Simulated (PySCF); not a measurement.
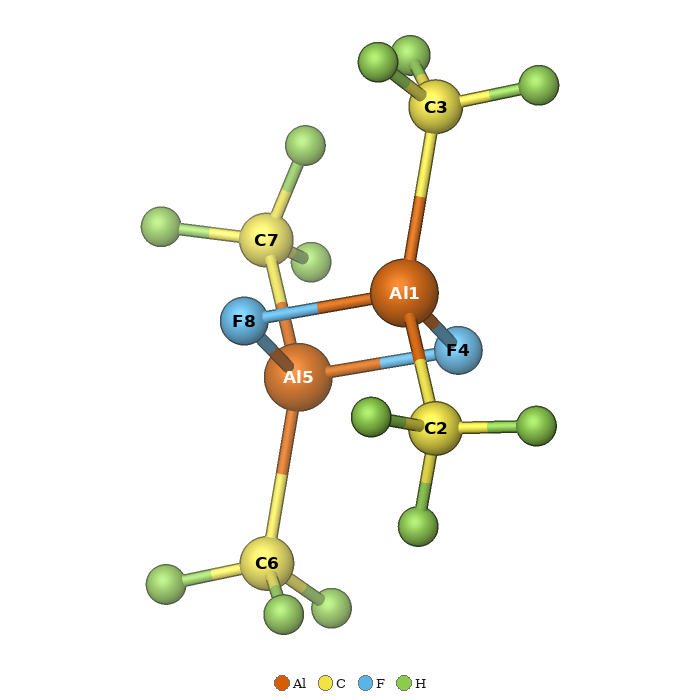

Depth is shown by fading: the farther an atom, the more it takes the colour of the background. Computed geometry: PBE0-D3(BJ)/def2-SVP optimisation. No frequency run is at hand to confirm it as a minimum.

Question: What is the conformation of the ring Al1–F4–Al5–F8?

Answer: It is planar. The Cremer–Pople amplitude Q is 0.01 Å.

Question: Give the torsion angles round the ring, beginning with the bond from its second to its third atom.

Answer: 0°, 0°, 0°, 0°.
